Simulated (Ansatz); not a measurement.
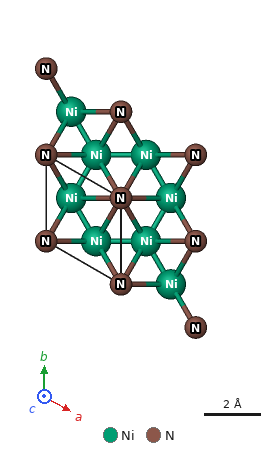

Crystalline Ni₂N (a generated structure, set up in P6/mmm) (coarse preliminary run), before the relaxation. A ball-and-stick model of the cell of the calculation, repeated 2 × 2 × 1 with one cell outlined, seen along the c axis.

Computed with DFT PBE, scalar-relativistic, plane waves, PAW (Ansatz).

The input:
```yaml
crystal:
  lattice:
    - [3.08494827, 0.0, 0.0]
    - [-1.54247414, 2.67164357, 0.0]
    - [0.0, 0.0, 3.18881647]
  atoms:
    - { symbol: Ni, position: [0.33333333, 0.66666667, 0.5], spin: -2.0 }
    - { symbol: Ni, position: [0.66666667, 0.33333333, 0.5], spin: 2.0 }
    - { symbol: "N", position: [0.0, 0.0, 0.0] }
basis:
  ecutwfc: 420
kpoints:
  mp_grid: { grid: [6, 6, 6] }
hamiltonian:
  xc: pbe
scf:
  occupations: { method: gaussian, width: 0.1 }
  lower_state_search: "off"
output:
  forces: true
  stress: true
  eigenvalues: true
  populations: true
magnetization:
  spin_polarized: true
relax:
  adjacent_minimum: "off"
  f_tol: 0.04
  max_steps: 70
  cell: { stress_tol: 0.4 }
```

Launched with:
```bash
ansatz run input.yaml --threads 1 --pin off --max-ram 2048MiB --backend cpu --events-out ev --progress --plain --runs-dir out
```

> Where does the relaxation end?

No atom moves by more than 0.005 Å relative to the cell. The drawn cell changes as follows: a = b 3.085 → 3.786 Å (+22.7 %), c 3.189 → 2.467 Å (−22.6 %); the volume changes by +16.5 %. Among the contacts that change: Ni1–Ni1 3.189 → 2.467 Å, Ni1–Ni2 1.781 → 2.186 Å, Ni1–N3 2.390 → 2.510 Å. The space group stays P6/mmm (No. 191). The energy falls by 5.357 eV per cell of the calculation in 10 accepted moves (12 points after the start). All forces vanish by symmetry, so only the cell relaxes. Pressure: 110.56 GPa at the start and 0.03 GPa at the end. The SCF was repeated twice at an unchanged geometry on a basis and grid sized afresh for the cell, which shifted the energy by 0.244 eV per cell of the calculation at most. The program noted that the starting moments weren't kept. The run may lie on a higher electronic state than the lowest, so the end point isn't shown to be the ground-state structure.

The structure at the end:

```xyz
3
Lattice="3.7858 0.0000 0.0000 -1.8929 3.2786 0.0000 0.0000 0.0000 2.4668" Properties=species:S:1:pos:R:3 pbc="T T T"
Ni    0.0000    2.1858    1.2334
Ni    1.8929    1.0929    1.2334
N     3.7858    0.0000    2.4668
```

The end point in the same view:

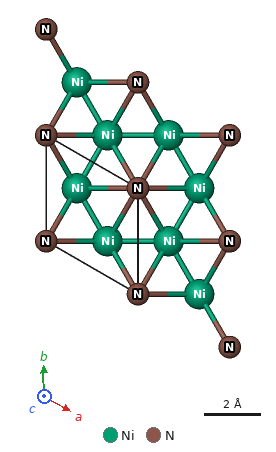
